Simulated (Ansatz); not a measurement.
```xyz
11

Ga   -0.2172   -0.4873    0.7407
O    -1.7669    0.3492    1.1028
O     1.2222   -0.0794    1.7372
O    -0.2835   -2.1075   -0.0349
P     0.4195    0.8829   -1.3640
H    -1.7027    0.8994    1.8901
H     1.8178   -0.8294    1.8325
H    -1.1867   -2.4298   -0.1180
H     0.6580    2.2740   -1.2289
H     1.5919    0.5390   -2.0838
H    -0.4872    0.9316   -2.4531
```

Geometry: PBE0-D4/def2-SVP.

These are results of isolated molecule in a Gaussian basis; Kohn-Sham density functional theory, functional PBE0 in Ansatz 0.2.0, not measurements.

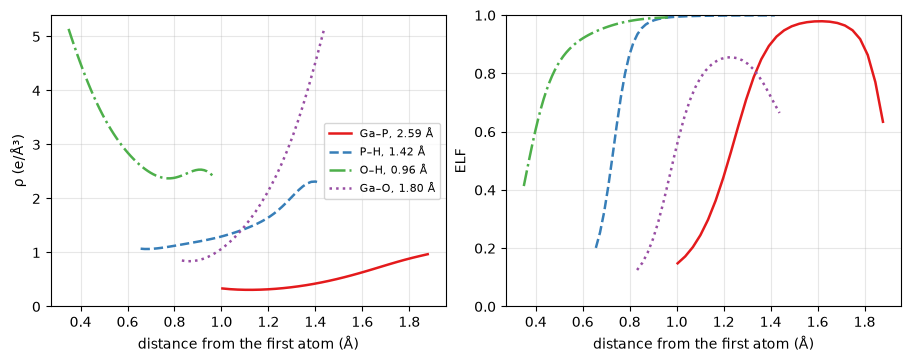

GaH6O3P. Total electron density and electron localisation function along straight lines between neighbouring atoms. The curves leave out the atomic cores.

Compare the contacts.

Ga–P (2.59 Å): ρ is about 0.36 e/Å³ halfway, with its minimum of 0.31 e/Å³ about 1.1 Å from Ga; the ELF peaks at about 1 in the valence shell of P, 1.0 Å from its nucleus, and is about 0.70 at the midpoint.
P–H (1.42 Å): the density is about 1.1 e/Å³ at the midpoint; the ELF climbs to about 1 towards the hydrogen, as it does in any bond to H.
O–H (0.96 Å): ρ is about 3.7 e/Å³ halfway; the ELF climbs to about 1 towards the hydrogen; a covalent bond by its length.
Ga–O (1.80 Å): ρ is about 0.85 e/Å³ halfway; the ELF peaks at about 0.85 in the valence shell of O, 0.6 Å from its nucleus, and is about 0.25 at the midpoint.
